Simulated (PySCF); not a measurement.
# C4H7BCl2Si (SMILES C=C[SiH2]/C=C(/Cl)BCl): what the fields show

Input file:

```
{"job": {"kind": "uv", "xc": "wB97X-D", "basis": "def2-SVPD", "nstates": 8, "ntriplets": 3}, "charge": 0, "multiplicity": 1}
C     -3.171351    -0.121425    -0.013153
C     -2.048496     0.141727    -0.662614
Si    -0.376679    -0.644040    -0.281880
C      0.772351     0.837611    -0.012519
C      2.068285     0.810336     0.315297
Cl     2.876154     2.361843     0.531100
B      2.976902    -0.422040     0.530019
Cl     2.336318    -1.966184     0.316138
H     -3.195172    -0.817318     0.809857
H     -4.115326     0.338663    -0.263735
H     -2.092935     0.849368    -1.483638
H      0.049583    -1.416100    -1.453450
H     -0.493175    -1.444017     0.938568
H      0.306681     1.810019    -0.127155
H      4.102444    -0.310453     0.835254
```

Run with:

```sh
OMP_NUM_THREADS=1 python probes_run.py task.json out
```

Geometry: GFN2-xTB.

The calculation used wB97X-D/def2-SVPD, SCF density, gas phase in PySCF 2.14.0.

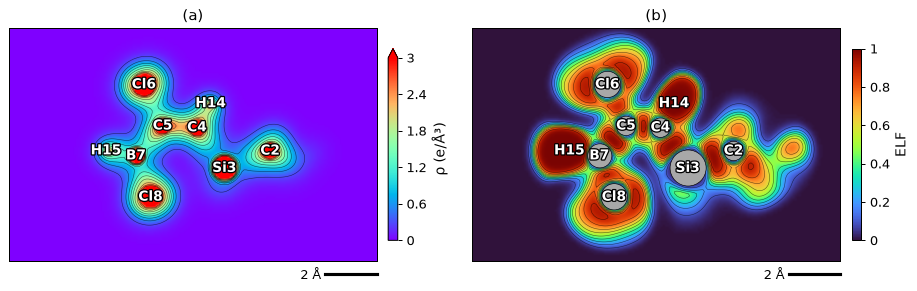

Figure 1. (a) total electron density; (b) electron localisation function on the plane of atoms Si3, C4 and H14. Grey discs cover the atomic cores in the ELF map.

Question: Interpret the plot.

Answer:
- Atoms in the plane: C, Si, Cl, B and H.
- C–C (1.34 Å): ρ is about 2.3 e/Å³ halfway; the ELF peaks at about 0.95 between the atoms (a short, multiple covalent bond).
- C–B (1.55 Å): ρ is about 1.5 e/Å³ halfway; the ELF peaks at about 1 between the atoms, as expected for a covalent bond.
- B–Cl (1.69 Å): ρ is about 1.5 e/Å³ halfway; the ELF peaks at about 0.90 between the atoms; a short, strongly polar bond.
- C–Cl (1.76 Å): the density is about 1.4 e/Å³ at the midpoint; the ELF peaks at about 0.90 between the atoms (localised, covalent bonding).
- C–Si (1.89 Å): the density is about 0.96 e/Å³ at the midpoint; the ELF peaks at about 1 between the atoms, as expected for a covalent bond.
- The ELF also peaks beside Cl8 and Cl6, away from the bonds: lone-pair regions.

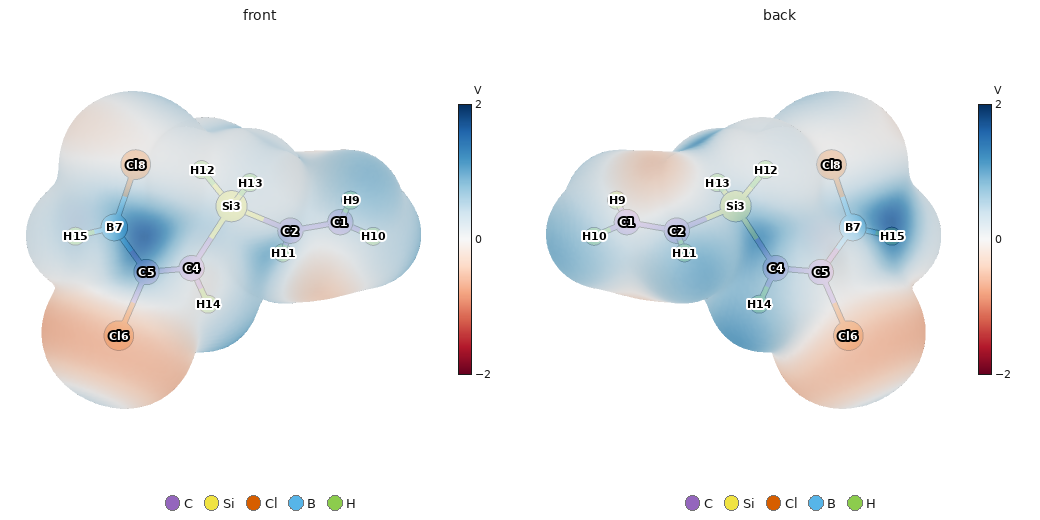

Figure 2. The molecular electrostatic potential painted on the density surface at 0.002 e/bohr³, seen from the front and from behind; the colour scale runs from red (negative) to blue (positive).

Question: Where is the surface potential most negative and most positive?

Answer: The most negative region (about −0.6 V) lies over Cl6, the most positive (about +1.5 V) over B7. Cl6 shows a σ-hole: about +0.3 V at the tip opposite its bond, against about −0.5 V on its flanks. Cl8 shows a σ-hole: about +0.5 V at the tip opposite its bond, against about 0.0 V on its flanks.
